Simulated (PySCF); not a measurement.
## EPR calculation of C₃H₁₀NSi

The run: EPR calculation of C₃H₁₀NSi, multiplicity 2, SMILES CC[N][SiH2]C. Method and program: UKS B3LYP, pcH-1 on C H N Si, non-relativistic, mean-field spin-orbit, GIAO (PySCF 2.14.0).

It belongs to a series of runs on one base structure; here: H added to sp2 C.

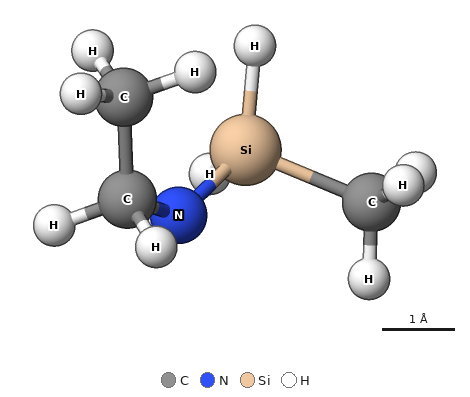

Figure 1. The input geometry (ball-and-stick view, seen at a tilt). Bond lengths as drawn: C–C 1.53 Å, C–H 1.08 to 1.10 Å, C–N 1.39 Å, C–Si 1.92 Å, H–Si 1.47 Å and N–Si 1.67 Å.

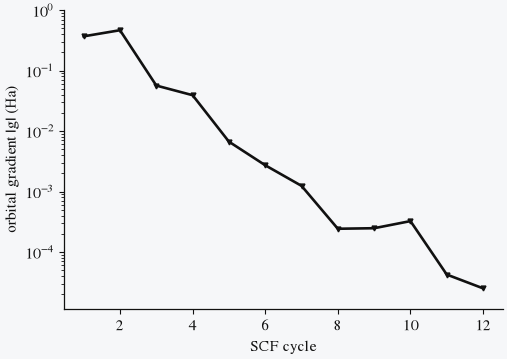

Figure 2. Convergence of the self-consistent field: orbital gradient |g| against the SCF cycle. All cycles printed in the log are drawn one after another.

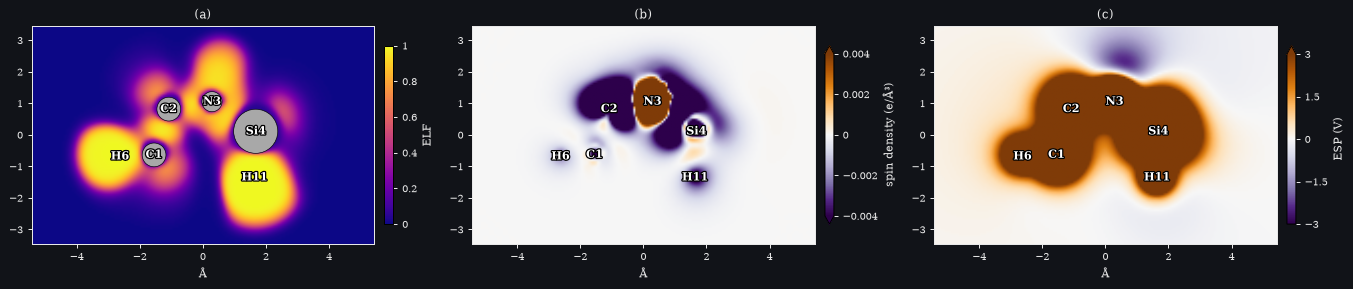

Figure 3. (a) ELF; (b) spin density (α minus β); (c) electrostatic potential on the plane of atoms C2, N3 and Si4. Grey discs, where drawn, cover atomic cores. The section cuts through C, N, Si and H sites. C–N (1.39 Å): the ELF peaks at about 0.95 between the atoms (localised, shared-pair bonding). Si–N (1.67 Å): the ELF peaks at about 0.90 between the atoms, which marks a polar covalent bond. Si–H (1.47 Å): the ELF climbs to about 1 towards the hydrogen. The unpaired spin (1 electron) lies mostly on N3 (about 0.7), in electrons by Hirshfeld's partition.

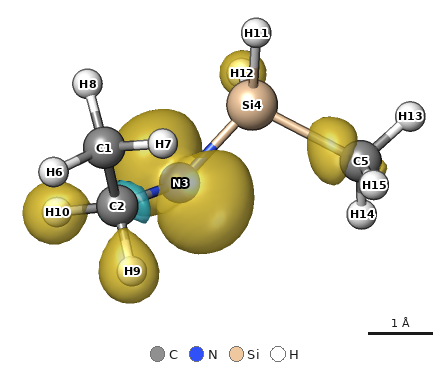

Figure 4. Isosurfaces of the spin density at +0.03 (yellow) and −0.03 e/Å³ (cyan), seen at a tilt. The unpaired spin (1 electron) lies mostly on N3 (about 0.7), in electrons by Hirshfeld's partition.

The input and output of the run follow.

### Input file
```
{"job": {"kind": "epr", "basis": "pcH-1"}, "charge": 0, "multiplicity": 2}
C      2.068888     0.066528     0.726817
C      1.467047     0.423397    -0.629716
N      0.177848    -0.020551    -0.898035
Si    -1.009238    -0.855304    -0.063642
C     -2.463223     0.384197     0.118233
H      3.079463     0.459009     0.810458
H      1.460094     0.483035     1.525264
H      2.095534    -1.013927     0.844636
H      1.477099     1.518684    -0.766110
H      2.115556     0.039478    -1.436046
H     -0.775516    -1.439460     1.268263
H     -1.448762    -1.896470    -1.001969
H     -3.339025    -0.145363     0.473628
H     -2.690128     0.834527    -0.839734
H     -2.220050     1.170213     0.823417
```

The first line tells a small driver script what to run in PySCF; the rest is the geometry in Å.

Launched with:
```bash
OMP_NUM_THREADS=1 python <driver script> task.json out
```

### Output
```
UKS, coarse grid
  cycle   1  E = -464.50021380  |g| = 3.69e-01
  cycle   2  E = -464.46330465  |g| = 4.66e-01
  cycle   3  E = -464.56856011  |g| = 5.66e-02
  cycle   4  E = -464.56947668  |g| = 3.92e-02
  cycle   5  E = -464.57019950  |g| = 6.68e-03
  cycle   6  E = -464.57023155  |g| = 2.72e-03
  cycle   7  E = -464.57023594  |g| = 1.24e-03
  cycle   8  E = -464.57023560  |g| = 2.42e-04
UKS, final grid
  cycle   1  E = -464.57021339  |g| = 2.47e-04
  cycle   2  E = -464.57021337  |g| = 3.24e-04
  cycle   3  E = -464.57021343  |g| = 4.23e-05
  cycle   4  E = -464.57021343  |g| = 2.50e-05
E = -464.57021343 Eh   <S^2> = 0.7543 (exact 0.7500)
g shifts (ppm)      1          2          3
  rmc          -192       -192       -192
  gc             -7         41         41
  oz_so          -3       1859       8458
  total        -202       1708       8307
hyperfine (MHz)  atom isotope    a_iso     a_fc   dipolar eigenvalues
    0   13C      -3.57      -3.57     -1.05     -0.68      1.74
    1   13C     -33.19     -33.25     -5.22      2.36      2.86
    2   14N      28.89      28.69    -39.02    -37.51     76.53
    3  29Si      49.68      49.78     -3.57     -0.09      3.65
    4   13C      46.72      46.73     -6.31     -6.03     12.34
    5    1H      -2.27      -2.28     -1.84     -1.69      3.54
    6    1H       0.33       0.33     -2.93     -2.67      5.60
    7    1H       0.33       0.33     -3.01     -2.68      5.69
    8    1H     156.45     156.43     -6.95     -3.36     10.31
    9    1H     163.34     163.32     -7.13     -3.41     10.53
   10    1H      -6.17      -6.17     -2.83     -2.51      5.35
   11    1H      85.64      85.63     -4.27     -1.91      6.19
   12    1H      13.37      13.37     -3.68     -1.15      4.83
   13    1H      -4.22      -4.22     -4.50     -1.12      5.62
   14    1H      -4.60      -4.60     -4.28     -1.18      5.46
```

### Results in brief

| quantity | value |
| --- | --- |
| outcome | converged |
| total energy | −464.570213 hartree |
| ⟨S²⟩ | 0.754 |
| isotropic g | 2.0056 |
| hardware | 1 CPU thread, shared host |
| wall time | 32 s |
| peak memory | 0.9 GiB |
